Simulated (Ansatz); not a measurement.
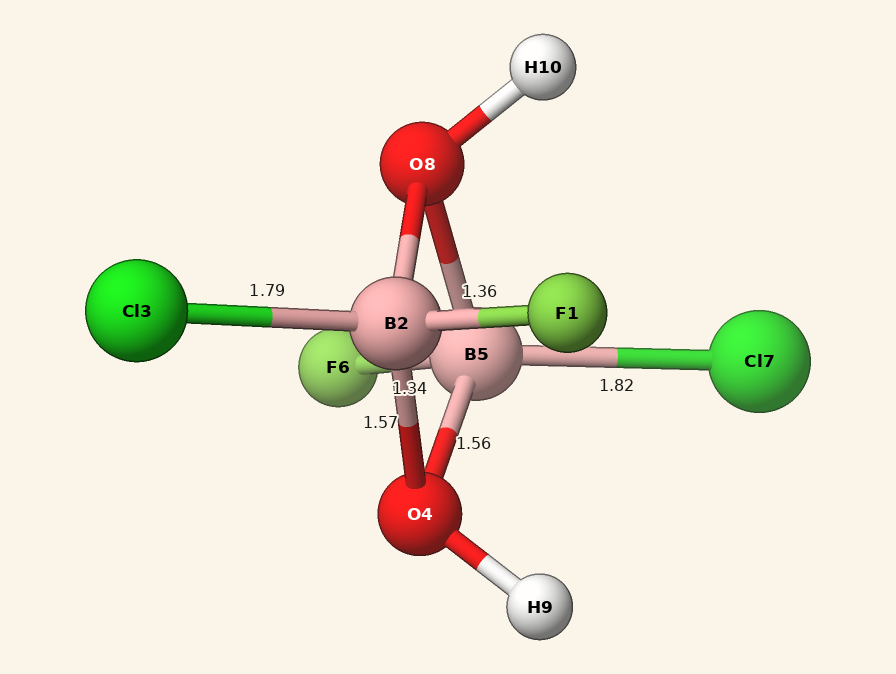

Bond lengths are marked in Å; every bond is drawn as one stick. The geometry was computed by an optimisation with PBE-D4/def2-SVP. No frequency run is at hand to confirm it as a minimum.

Assign a bond order to each marked bond.

Answer. F1–B2 single; B2–Cl3 single; B2–O4 single; O4–B5 single; B5–F6 single; B5–Cl7 single. This is one Lewis structure.

Write the SMILES.

Answer. F[B@-]1(Cl)[OH+][B@-](F)(Cl)[OH+]1
